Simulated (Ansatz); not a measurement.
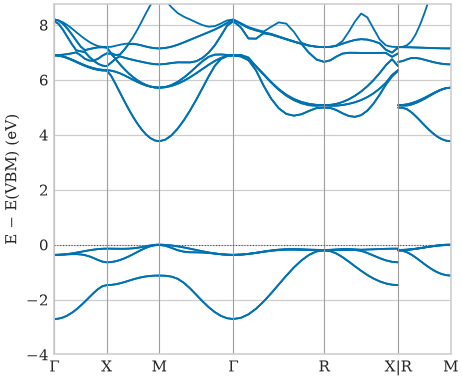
Fig. 1. Band structure from DFT-r²SCAN with spin–orbit coupling in the program Ansatz with PAW potentials

### Question
Read off the gap and where the band edges lie.

### Answer
About 3.8 eV (3.76 eV by a search for the band edges); maximum at M, minimum at M.

The material is RbCaH3 (cubic perovskite, space group No. 221).

Space group Pm-3m (cubic perovskite). The workflow started from a Materials Project entry (that database holds measured and hypothetical structures alike); the Crystallography Open Database files this formula in space group No. 221, but the cells were not matched. Its standing as an ambient phase is unchecked. Symmetry was held in the r²SCAN relaxation; whether a distortion lowers the energy is not shown.

Potentials: the later of the program's two PAW sets.
